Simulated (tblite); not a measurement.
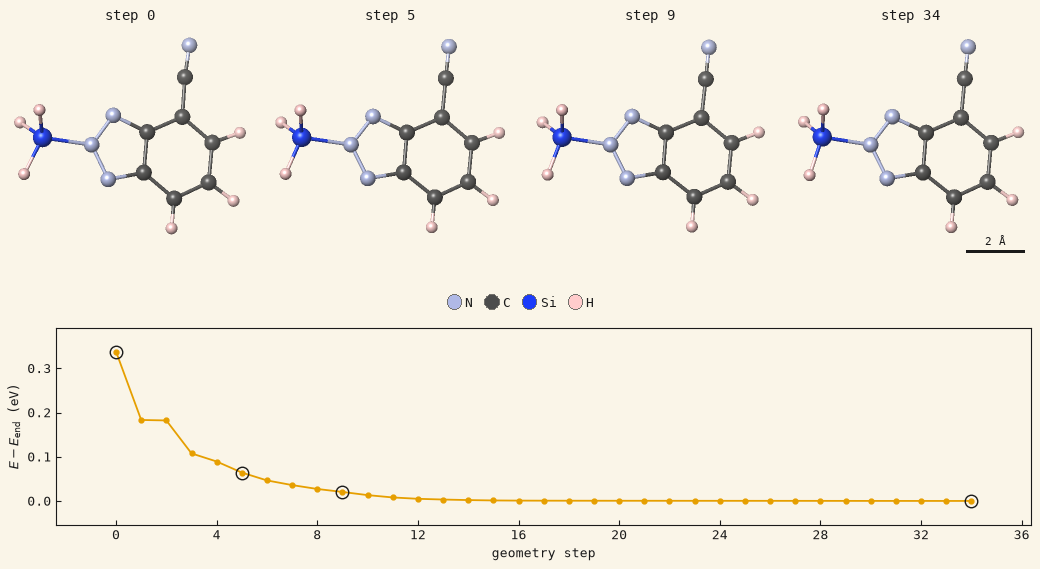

Frames of a relaxation of C$_{7}$H$_{6}$N$_{4}$Si, marked on the history of the run. The picture is a ball-and-stick view, seen at a tilt.

Method: GFN2-xTB geometry optimisation, gas phase in tblite. 

### Describe the path.

After 34 geometry steps the energy has fallen by 0.338 eV. An H atom moves most after the best rigid fit: 0.20 Å. Largest moves by element: H 0.20 Å, N 0.08 Å, C 0.06 Å, Si 0.02 Å. Near-neighbour distances that change, for instance: C–C 1.410 → 1.370 Å, N–N 1.349 → 1.314 Å, H–Si 1.485 → 1.459 Å, C–C 1.460 → 1.433 Å. Among the angles between lasting bonds that change: N–Si–H 111.6° → 102.5°, H–Si–H 107.3° → 114.7°, H–Si–H 107.8° → 114.6°. From step 0 to 5: an H atom moves most (0.06 Å), energy −0.273 eV. From step 5 to 9: an H atom moves most (0.08 Å), energy −0.044 eV. From step 9 to 34: an H atom moves most (0.07 Å), energy −0.020 eV.

```csv
step,"E − E(0), eV"
0,0.0000
1,-0.1545
2,-0.1556
3,-0.2301
4,-0.2485
5,-0.2735
6,-0.2912
7,-0.3018
8,-0.3106
9,-0.3173
10,-0.3245
11,-0.3298
13,-0.3345
14,-0.3357
15,-0.3365
16,-0.3369
18,-0.3371
19,-0.3372
20,-0.3373
21,-0.3373
23,-0.3374
24,-0.3374
25,-0.3374
26,-0.3374
28,-0.3375
29,-0.3376
30,-0.3376
31,-0.3376
33,-0.3377
34,-0.3377
```
